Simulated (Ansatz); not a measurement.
System: C$_{2}$H$_{3}$BMg (SMILES C#C[BH][MgH]).

```xyz
7

C    -2.1123   -0.3980    0.0197
C    -0.9398   -0.3434    0.3961
B     0.5097   -0.2342    0.7643
Mg    1.9170    0.6915   -0.7871
H    -3.1430   -0.4588   -0.2813
H     0.8299   -0.6458    1.8602
H     2.9384    1.3887   -1.9719
```

The calculation used RKS r2SCAN-D4/def2-SVP (Ansatz).

Predict the electron density and electron localisation function between the atoms.

C–C (1.23 Å): the density is about 2.6 e/Å³ at the midpoint; the ELF peaks at about 0.85 between the atoms; a short, multiple covalent bond.
C–B (1.50 Å): ρ is about 1.5 e/Å³ halfway; the ELF peaks at about 0.95 between the atoms: localised, covalent bonding.
Mg–B (2.29 Å): the density is about 0.37 e/Å³ at the midpoint; the ELF peaks at about 1 in the valence shell of B, 0.9 Å from its nucleus, and is about 0.90 at the midpoint.
C–H (1.08 Å): ρ is about 2 e/Å³ halfway; the ELF climbs to about 1 towards the hydrogen, as it does in any bond to H (an ordinary covalent bond to hydrogen).

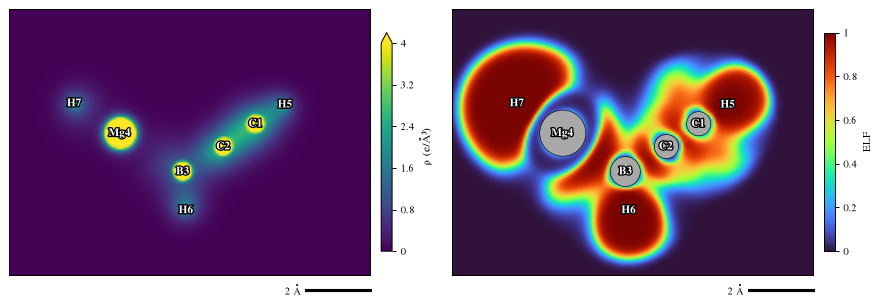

Computed electron density and electron localisation function on the molecular plane, in this order. Grey discs cover the atomic cores in the ELF map. 
